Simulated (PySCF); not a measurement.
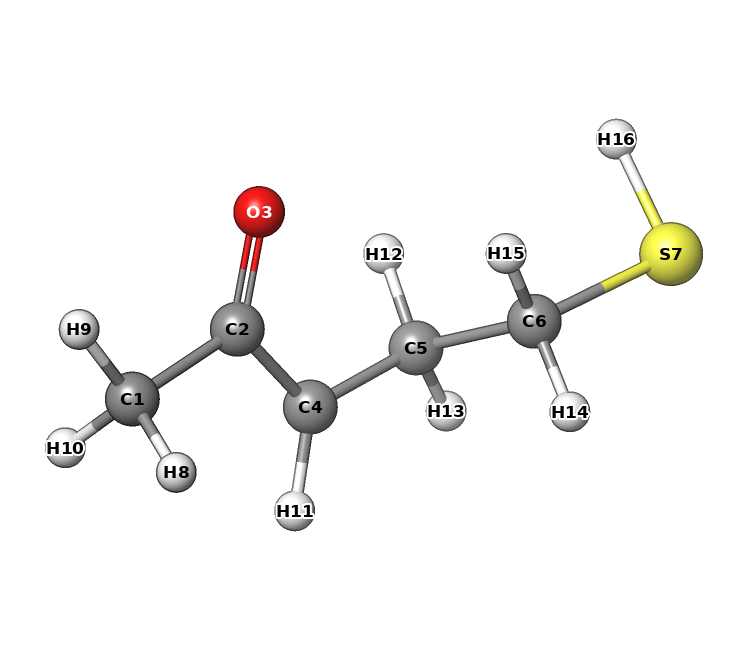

The species is neutral and a spin doublet. The geometry was computed by an optimisation with GFN2-xTB. No frequency run is at hand to confirm it as a minimum. Computed with UKS B3LYP, pcH-1 on C H O S, non-relativistic (PySCF 2.14.0). Fermi-contact and spin-dipolar terms alone, no spin-orbit part.

Which nucleus has the largest dipolar (anisotropic) hyperfine coupling?

13C at C4: principal values −63.4, −62.5, 126.0 MHz.

List the isotropic and dipolar parts for the most strongly coupled nuclei, one of each equivalent set.

| atom | isotope | a_iso (MHz) | dipolar part (MHz) |
| --- | --- | --- | --- |
| C4 | 13C | 65.1 | −63.4, −62.5, 126.0 |
| O3 | 17O | −18.3 | −85.2, 42.3, 43.0 |
| H11 | 1H | −50.9 | −30.5, −1.1, 31.6 |
| C6 | 13C | 65.0 | −5.4, −5.0, 10.4 |
| C2 | 13C | −35.9 | −9.9, 2.0, 7.9 |
| H13 | 1H | 12.1 | −3.7, −3.4, 7.1 |
| H12 | 1H | 48.3 | −4.7, −2.4, 7.1 |
| H14 | 1H | −3.6 | −4.7, −1.9, 6.7 |
